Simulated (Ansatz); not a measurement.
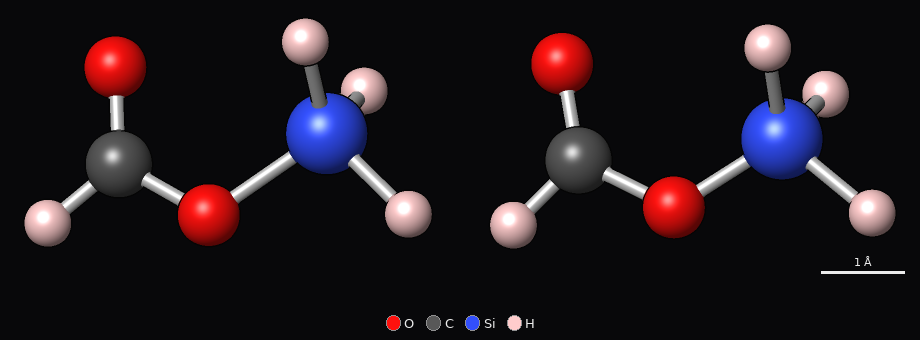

Two geometries of CH4O2Si, drawn at one scale. One is the start of a relaxation, the other its converged end. The picture is a ball-and-stick view, seen at a tilt.

Computed with RKS PBE/def2-SVP in Ansatz. (no spin polarisation; force threshold 0.015 eV/Å; at most 40 steps)

### Which one is relaxed?

The left one is the relaxed one. The run prepares an end point of a later path (torsion) calculation, from a guessed geometry. An O atom moves most after the best rigid fit: 0.19 Å. By element the largest moves are O 0.19 Å, Si 0.09 Å, H 0.08 Å, C 0.05 Å. Some distances before and after: O–Si 1.557 → 1.745 Å, C–O 1.252 → 1.213 Å, C–O 1.380 → 1.345 Å, H–Si 1.529 → 1.496 Å. Bond angles that change, for instance: O–Si–H 109.1° → 102.2°, H–Si–H 104.9° → 110.8°, C–O–Si 121.4° → 116.3°. Over 10 geometry steps the energy falls by 15.4 kcal/mol. The largest force component goes from 6.5 to 0.0051 eV/Å.
